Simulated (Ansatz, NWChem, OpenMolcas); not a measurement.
## How methods differ on BNH6 (SMILES [BH3-][NH3+])

The species is BNH6 (8 atoms), meant as a singlet with charge 0. SMILES: `[BH3-][NH3+]`. The shape is that of a PBE0-D4/def2-TZVP optimisation.

Each level gives the HOMO–LUMO gap (eV). The values are calculated.

| level | kind | program | value (eV) | CPU time |
| --- | --- | --- | --- | --- |
| BLYP/def2-TZVP | GGA | OpenMolcas | 5.43 | 41 s |
| M06-L/def2-TZVP | meta-GGA | OpenMolcas | 6.63 | 57 s |
| TPSS/def2-TZVP | meta-GGA | NWChem | 6.04 | 23 s |
| r2SCAN/def2-TZVP | meta-GGA | NWChem | 6.69 | 23 s |
| r2SCAN0/def2-TZVP | hybrid meta-GGA | Ansatz | 8.52 | 5.7 s |
| wB97X/def2-TZVP | range-separated hybrid | Ansatz | 12.43 | 14 s |
| B2PLYP/def2-TZVP | double hybrid | Ansatz | 9.93 | 5.5 s |
| PBE-QIDH/def2-TZVP | double hybrid | Ansatz | 11.49 | 5.2 s |

The values span 5.43 to 12.43 eV. Orbital gaps aren't excitation energies, and those of double hybrids come from the SCF part alone; they tend to grow with the share of exact exchange. CPU times are rough (shared hosts, several kinds of processor): they show what a rung costs within a factor of a few.

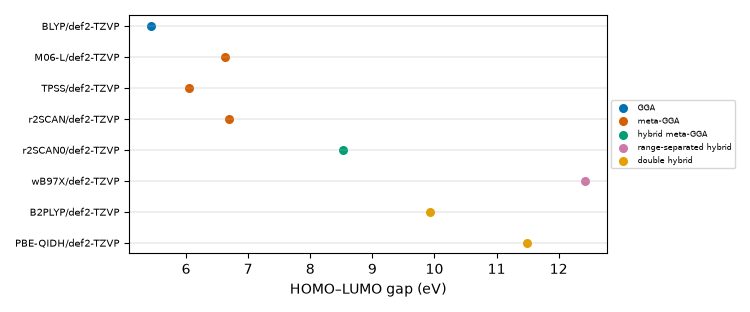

The values of the table, level by level.
